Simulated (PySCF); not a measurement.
# SiH2Br− (SMILES [SiH2-]Br): levels of theory compared

We compute a comparison of 6 runs (B2PLYP/STO-6G, UPBE0/STO-6G, r2SCAN/STO-6G, wB97X-V/STO-6G, NEVPT2(2,2)/STO-6G, UCCSD(T)/STO-6G) of SiH2Br−. Input form: a Python script.

Program for the calculation: PySCF 2.14.0.

3 further runs of the same task are left out: 3 set aside as unsound or not needed.

### Step 1. The molecule

SiH2Br−: 4 atoms, total charge -1, spin state singlet. SMILES: `[SiH2-]Br`. The Si1–Br2 distance was set to 3.638 Å, away from the relaxed value. At this shape a bond of the SMILES string is far longer than usual.

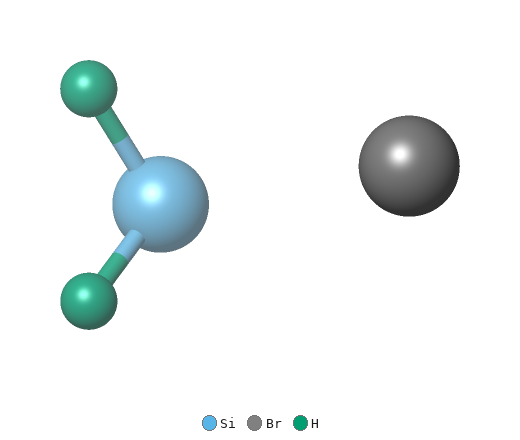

Viewed from a chosen angle; silicon blue, bromine grey, hydrogen teal.

### Step 2. The energy at B2PLYP/STO-6G (run 1)

run.py

```python
from pyscf import gto, dft, mp

mol = gto.Mole()
mol.atom = '''
Si    -1.131786    -0.378835    -1.384643
Br     1.687710    -0.271360     0.911070
H     -2.149726    -0.565815    -0.303843
H     -1.225676     1.108535    -1.518293
'''
mol.charge = -1
mol.basis = 'sto-6g'
mol.spin = 0
mol.max_memory = 1860
mol.verbose = 3
mol.build()

mf = dft.RKS(mol)
mf.xc = '0.53*HF + 0.47*B88, 0.73*LYP'
mf.grids.level = 5
mf.conv_tol = 1e-10
mf.kernel()
if not mf.converged:
    mf = mf.newton().run(mf.mo_coeff, mf.mo_occ)

pt = mp.MP2(mf, frozen=14).run()
e_tot = mf.e_tot + 0.27 * pt.e_corr
print('PT2 part  %.8f' % (0.27 * pt.e_corr))
print('Final energy', e_tot)
```

On the command line:

```bash
$ OMP_NUM_THREADS=1 python run.py
```

The log of the run:

```text
converged SCF energy = -2849.95260475211
E(RMP2) = -2850.00293380147  E_corr = -0.05032904935499
E(SCS-RMP2) = -2850.01234296453  E_corr = -0.059738212416823
PT2 part  -0.01358884
Final energy -2849.9661935954387
```

Wall time 3.9 s (1 thread of Intel Xeon Platinum 8375C at 2.90GHz (Ice Lake), shared host); peak memory 0.23 GiB.

### Step 3. The energy at UPBE0/STO-6G (run 2)

input.xyz

```xyz
4

Si    -1.131786    -0.378835    -1.384643
Br     1.687710    -0.271360     0.911070
H     -2.149726    -0.565815    -0.303843
H     -1.225676     1.108535    -1.518293
```

run.py

```python
from pyscf import gto, dft

system = gto.M(
    atom='input.xyz',
    charge=-1,
    verbose=3,
    basis='sto-6g',
    max_memory=1860,
)

mf = dft.UKS(system, xc='pbe0')
mf.grids.level = 5
mf.conv_tol = 1e-10
mf.kernel()
if not mf.converged:
    mf = mf.newton().run(mf.mo_coeff, mf.mo_occ)
for _ in range(3):
    mo, _, stable, _ = mf.stability(return_status=True)
    if stable:
        break
    mf.kernel(mf.make_rdm1(mo, mf.mo_occ))

e_tot = mf.e_tot
print('E(%s) = %.9f' % ('PBE0', e_tot))
```

On the command line:

```bash
$ OMP_NUM_THREADS=1 python run.py
```

The log of the run:

```text
converged SCF energy = -2850.12185672838  <S^2> = 5.9401373e-12  2S+1 = 1
<class 'pyscf.dft.uks.UKS'> wavefunction is stable in the internal stability analysis
E(PBE0) = -2850.121856728
```

Run time: 13 s. Hardware: 1 thread of Intel Xeon Platinum 8375C at 2.90GHz (Ice Lake), shared host; peak memory 0.35 GiB.

### Step 4. The energy at r2SCAN/STO-6G (run 3)

job.py

```python
from pyscf import gto, dft

mol = gto.M(
    atom='''
Si    -1.131786    -0.378835    -1.384643
Br     1.687710    -0.271360     0.911070
H     -2.149726    -0.565815    -0.303843
H     -1.225676     1.108535    -1.518293
''',
    charge=-1,
    spin=0,
    basis='sto-6g',
    max_memory=1860,
    verbose=3,
)

myscf = dft.RKS(mol)
myscf.xc = 'r2scan'
myscf.grids.level = 5
myscf.conv_tol = 1e-10
myscf.kernel()
if not myscf.converged:
    myscf = myscf.newton().run(myscf.mo_coeff, myscf.mo_occ)

etot = myscf.e_tot
print('E(%s) = %.9f' % ('R2SCAN', etot))
```

On the command line:

```bash
$ OMP_NUM_THREADS=1 python job.py
```

The log of the run:

```text
converged SCF energy = -2850.56180815183
E(R2SCAN) = -2850.561808152
```

Run time: 6 s. Hardware: 1 thread of Intel Xeon Platinum 8375C at 2.90GHz (Ice Lake), shared host; peak memory 0.24 GiB.

Runs 4 to 5 aren't shown in full; the table further down has their settings and results.

### Step 5. The energy at UCCSD(T)/STO-6G (run 6)

input.py

```python
from pyscf import gto, scf, cc

mol = gto.Mole()
mol.atom = [
    ('Si', (-1.131786, -0.378835, -1.384643)),
    ('Br', (1.687710, -0.271360, 0.911070)),
    ('H', (-2.149726, -0.565815, -0.303843)),
    ('H', (-1.225676, 1.108535, -1.518293)),
]
mol.basis = 'sto-6g'
mol.verbose = 4
mol.max_memory = 1860
mol.charge = -1
mol.build()

myscf = scf.UHF(mol)
myscf.conv_tol = 1e-10
myscf.kernel()
if not myscf.converged:
    myscf = myscf.newton().run(myscf.mo_coeff, myscf.mo_occ)
for _ in range(3):
    mo, _, stable, _ = myscf.stability(return_status=True)
    if stable:
        break
    myscf.kernel(myscf.make_rdm1(mo, myscf.mo_occ))

mycc = cc.CCSD(myscf, frozen=14)
mycc.kernel()
e_t = mycc.ccsd_t()
energy = mycc.e_tot + e_t
print('E(%s) = %.9f' % ('CCSD(T)', energy))
```

On the command line:

```bash
$ OMP_NUM_THREADS=1 python input.py
```

The log of the run:

```text
PySCF version 2.14.0

[... 84 lines left out ...]
converged SCF energy = -2848.47766408981  <S^2> = 1.6501447e-06  2S+1 = 1.0000033
[... 76 lines left out ...]
converged SCF energy = -2848.47777983515  <S^2> = 0.071011181  2S+1 = 1.133157
[... 14 lines left out ...]
Init t2, MP2 energy = -0.0316636935597511
[... 21 lines left out ...]
UCCSD converged
[... 2 lines left out ...]
E(CCSD(T)) = -2848.528918497
```

Run time: 1.6 s. Hardware: 1 thread of Intel Xeon Platinum 8375C at 2.90GHz (Ice Lake), shared host; peak memory 0.12 GiB.

### Step 6. Overview of the runs

```tsv
run	level	frozen core orbitals	follow instability	energy (Eh)	HOMO energy (eV)	LUMO energy (eV)	HOMO–LUMO gap (eV)	wall time
1	B2PLYP/STO-6G	14	–	-2849.966194	3.34	8.07	4.73	3.9 s
2	UPBE0/STO-6G	–	yes	-2850.121857	4.03	6.84	2.81	13 s
3	r2SCAN/STO-6G	–	–	-2850.561808	4.83	6.16	1.33	6 s
4	wB97X-V/STO-6G	–	–	-2850.252678	2.15	8.83	6.68	28 s
5	NEVPT2(2,2)/STO-6G	–	–	-2848.514295	1.86	10.46	8.61	1.7 s
6	UCCSD(T)/STO-6G	14	yes	-2848.528918	1.90	10.54	8.64	1.6 s
```

### Step 7. What came out

| quantity | value |
| --- | --- |
| run 6: total energy | -2848.52892 Eh |
| run 6: HOMO energy (Hartree–Fock orbitals) | 1.90 eV |
| run 6: LUMO energy (Hartree–Fock orbitals) | 10.54 eV |
| run 6: HOMO–LUMO gap (to an unbound level, set by the basis) | 8.64 eV |
| run 6: correlation energy (14 core orbitals frozen) | -51.1 mEh |
| run 6: (T) correction | -0.16 mEh |
| run 6: ⟨S²⟩ of the reference determinant | 0.071 |
| run 6: T1 diagnostic | 0.025 |

What this shows: Over runs 1, 2, 3, 4 the HOMO–LUMO gap runs from 1.33 eV (r2SCAN/STO-6G) to 6.68 eV (wB97X-V/STO-6G). The empty levels of an anion lie above zero and hang on the basis. Totals of different functionals can't be ranked against each other. In runs 1, 2, 3, 4, 5, 6 the HOMO lies above zero, so the outermost electron may be held by the basis alone. In runs 1, 2, 3, 4, 5, 6 the basis is minimal, so the values are rough. All runs together took 54 s, the longest 28 s.
